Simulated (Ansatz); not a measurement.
**What N on a Al site (antisite), symmetric start does to AlN**

The reference is a 16-atom supercell of AlN in the zinc blende structure (space group F-43m, No. 216; a = 4.403 Å) at its relaxed geometry.

One thing is altered: one Al atom is replaced by N, atoms relaxed at fixed cell.

The values are results of DFT with PBE, PAW potentials and a 420 eV plane-wave cutoff in Ansatz (an electronic-structure program), scalar-relativistic without spin-orbit coupling, not measurements. Γ-centred 5×5×5 mesh, Fermi–Dirac width 0.01 eV.

```yaml
pressure: -2.0 GPa (base 0.0 GPa)
energy_gained_by_relaxation: 0.07 eV
largest_displacement_of_a_host_atom_from_its_site_in_the_perfect_cell: 0.03 Å
mean_distance_from_the_defect_site_to_its_nearest_host_atoms: 1.93 Å (base 1.91 Å)
```

Final structure:

```
Al7N9
1.0
    0.00000     4.40321     4.40321
    4.40321     0.00000     4.40321
    4.40321     4.40321     0.00000
N Al
9 7
Direct
  0.37505   0.37505   0.37505
  0.37505   0.37505   0.87485
  0.37505   0.87485   0.37505
  0.38046   0.87318   0.87318
  0.87485   0.37505   0.37505
  0.87318   0.38046   0.87318
  0.87318   0.87318   0.38046
  0.87318   0.87318   0.87318
  0.00000   0.00000   0.00000
  0.00273   0.00273   0.49727
  0.00273   0.49727   0.00273
  0.00273   0.49727   0.49727
  0.49727   0.00273   0.00273
  0.49727   0.00273   0.49727
  0.49727   0.49727   0.00273
  0.50000   0.50000   0.50000
```

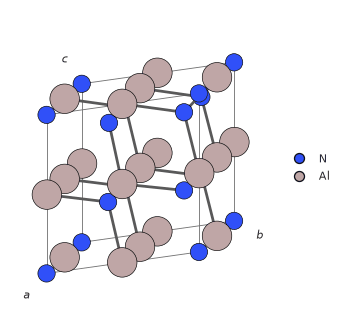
Figure. The relaxed cell after the change

Other magnetic orders, which the real material may have, were not ruled out. The cell is small, so the values are those of an ordered compound at a high defect concentration; dilute-limit values will differ. The defect started on the symmetric site and kept its symmetry, so it may sit on a saddle. Seeded moments were not kept for N on a Al site (antisite). The defect cell is spin-polarised and ends with 0.0 μB. This is not the structure that AlN has at room temperature and ambient pressure.
